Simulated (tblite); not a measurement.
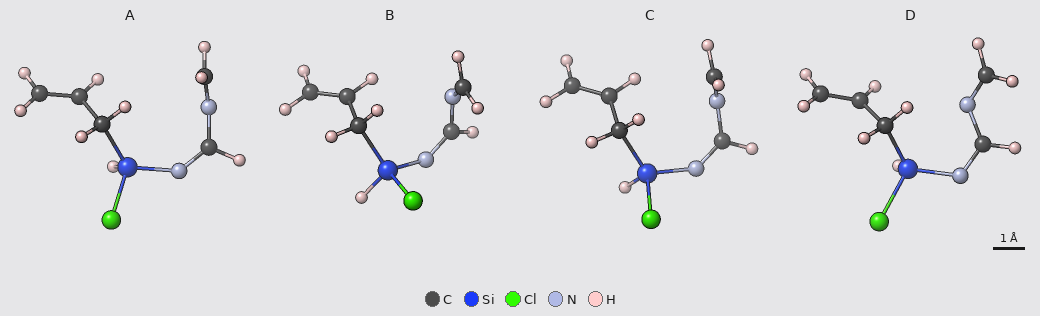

4 geometries from one relaxation of C5H9ClN2Si, in shuffled order. Style: ball-and-stick. Shown face on.

Theory: GFN2-xTB geometry optimisation, gas phase (tblite). 

Question: Order the frames from highest to lowest energy.

Answer: D, A, C, B. They are steps 0, 65, 168, 216, at +74.1 kJ/mol, +10.0 kJ/mol, +3.79 kJ/mol relative to the last. The largest move after the best rigid fit is that of the Cl atom, 2.33 Å. Largest moves by element: Cl 2.33 Å, H 2.26 Å, N 1.21 Å, C 1.18 Å, Si 0.44 Å. Some distances before and after: C–N 1.430 → 1.345 Å, N–Si 1.777 → 1.715 Å, Cl–Si 2.098 → 2.037 Å, C–Si 1.859 → 1.916 Å. Bond angles that change, for instance: C–N–C 115.6° → 134.0°, Si–N–C 117.1° → 134.5°, N–Si–H 112.5° → 103.7°. Groups turn about N–Si by about 80°, C–Si by about 80°, C–N by about 80°. The energy falls by 74.1 kJ/mol in 216 geometry steps.
